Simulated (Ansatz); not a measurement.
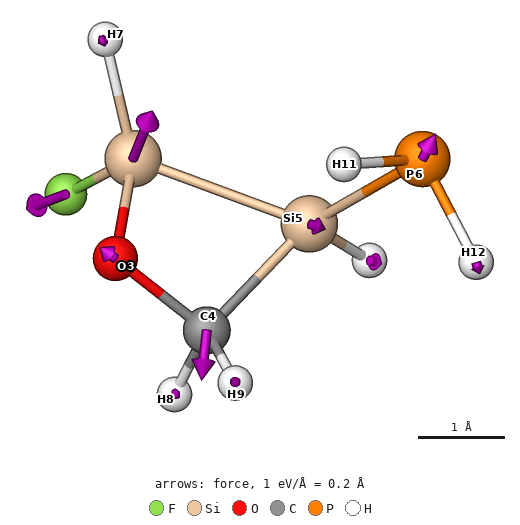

Starting geometry of CH₆FOPSi₂ with the computed forces as purple arrows. The picture is a ball-and-stick view, seen at a tilt.

The run prepares an end point of a later path (hydrogen shift) calculation, from a guessed geometry.

These are results of Ansatz, RKS PBE/def2-SVP, not measurements. (no spin polarisation; force threshold 0.02 eV/Å; at most 50 steps)

> Is this structure relaxed? If not, where do the atoms go?

It isn't relaxed: the largest force vector, on a Si atom, is 4.71 eV/Å. The final displacements have little in common with the starting forces (cosine between the two patterns 0.15). The largest move after the best rigid fit is that of the F atom, 0.60 Å. Largest moves by element: F 0.60 Å, O 0.48 Å, H 0.40 Å, P 0.22 Å, C 0.18 Å, Si 0.12 Å. Some distances before and after: Si–Si 2.206 → 2.344 Å, F–Si 1.533 → 1.642 Å, C–Si 1.861 → 1.956 Å, P–Si 2.188 → 2.282 Å. Among the angles between lasting bonds that change: Si–O–C 96.8° → 106.6°, F–Si–H 113.4° → 104.8°, C–Si–P 111.3° → 119.4°. Groups turn about C–O by about 25°, Si–Si by about 20°. The energy falls by 0.817 eV in 11 geometry steps. The largest force component goes from 3.4 to 0.006 eV/Å.
